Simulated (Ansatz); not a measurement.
F3H3OW···HCl

The calculation's input:

```
crystal:
  periodic: [false, false, false]
  atoms:
    - { symbol: W, position_ang: [0.0, 0.0, 0.0] }
    - { symbol: F, position_ang: [0.0, 0.0, 2.2] }
    - { symbol: F, position_ang: [1.85, 0.0, 0.0] }
    - { symbol: F, position_ang: [0.0, 1.85, 0.0] }
    - { symbol: O, position_ang: [-1.94, 0.0, 0.0] }
    - { symbol: H, position_ang: [-2.2771, -0.1263, 0.9437] }
    - { symbol: H, position_ang: [0.0, -1.72, 0.0] }
    - { symbol: H, position_ang: [0.0, 0.0, -1.72] }
    - { symbol: Cl, position_ang: [1.7678, 1.8416, 0.8482] }
    - { symbol: H, position_ang: [0.8742, 0.9107, 2.0396] }
basis:
  gaussian: { orbitals: def2-SVP }
hamiltonian:
  xc: b3lyp
  dispersion: d4
relax:
  f_tol: 0.15
  max_steps: 25
  restrain:
    - { distance: [0, 8], at: 3.59, k: 30.0 }
    - { distance: [9, 1], at: 2.12, k: 30.0 }
    - { distance: [0, 1], at: 1.85, k: 30.0 }
    - { distance: [9, 8], at: 1.37, k: 30.0 }
output:
  orbitals: {}
```

Run with:

```sh
ansatz run input.yaml --threads 4 --pin off --max-ram 5120MiB --backend cpu --events-out ev --progress --plain --runs-dir out
```

The fields are those of the run's last geometry, not of the input's.

Core potentials replace the inner electrons of W; not at a stationary point (largest force 1.2 eV/Å).

All numbers below come from RKS B3LYP-D4/def2-SVP (Ansatz).

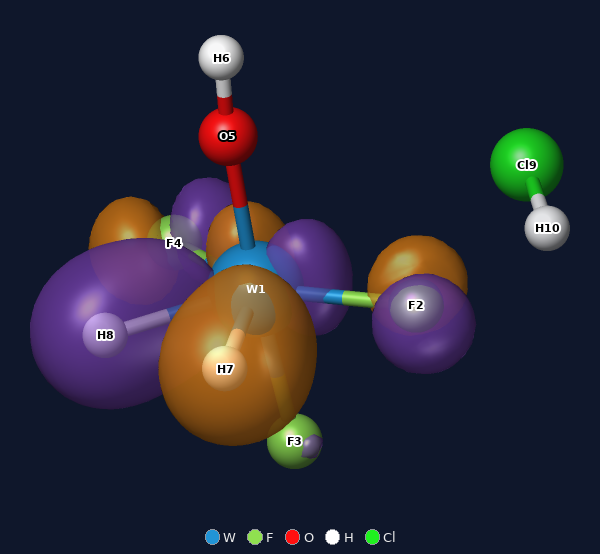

Figure 1. One frontier orbital at ±0.15 Å⁻³ᐟ² (orange and purple are the two phases), seen at a tilt.

Which orbital is it: HOMO or LUMO?

Answer. The HOMO, at −8.22 eV. It lies mainly on W1 (about 35 %), H7 (about 20 %), H8 (about 15 %), F4 (about 15 %) and F2 (about 15 %).

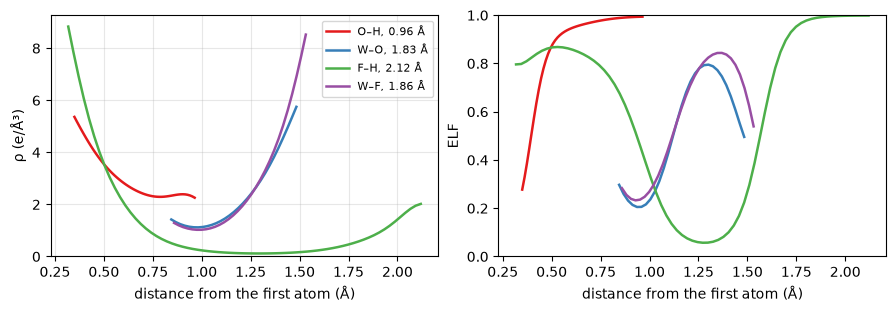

Figure 2. Electron density and ELF along straight lines between neighbouring atoms. The curves leave out the atomic cores.

What can be read from the curves?

Answer. O–H (0.96 Å): ρ at the midpoint is about 3.7 e/Å³; the ELF climbs to about 1 towards the hydrogen, as it does in any bond to H (a covalent bond by its length).
W–O (1.83 Å): the density is about 1.2 e/Å³ at the midpoint; the ELF peaks at about 0.80 in the valence shell of O, 0.5 Å from its nucleus, and drops to about 0.20 between the two atoms.
F2···H10 (2.12 Å): the density falls to about 0.12 e/Å³ on the way; the ELF dips to about 0.05 between them.
W–F (1.86 Å): ρ is about 1.1 e/Å³ halfway; the ELF peaks at about 0.85 in the valence shell of F, 0.5 Å from its nucleus, and drops to about 0.25 between the two atoms.

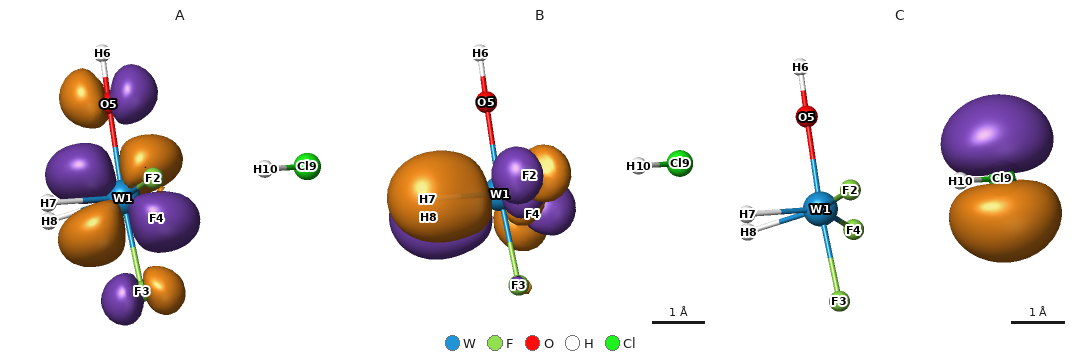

Figure 3. Three frontier orbitals at ±0.15 Å⁻³ᐟ² (orange and purple are the two phases), in no order.

Which picture is the HOMO−1, the HOMO and the LUMO?

Answer. C is the HOMO−1 (−9.07 eV). By Hirshfeld shares it lies mainly on Cl9 (about 95 %); largely a lone pair of Cl9. B is the HOMO (−8.22 eV). Its weight (Hirshfeld) is mainly on W1 (about 35 %), H7 (about 20 %), H8 (about 15 %), F4 (about 15 %) and F2 (about 15 %). A is the LUMO (−3.66 eV). Its weight (Hirshfeld) is mainly on W1 (about 70 %), O5 (about 15 %) and F3 (about 10 %).

What is the HOMO–LUMO gap?

Answer. 4.56 eV between the orbital energies.
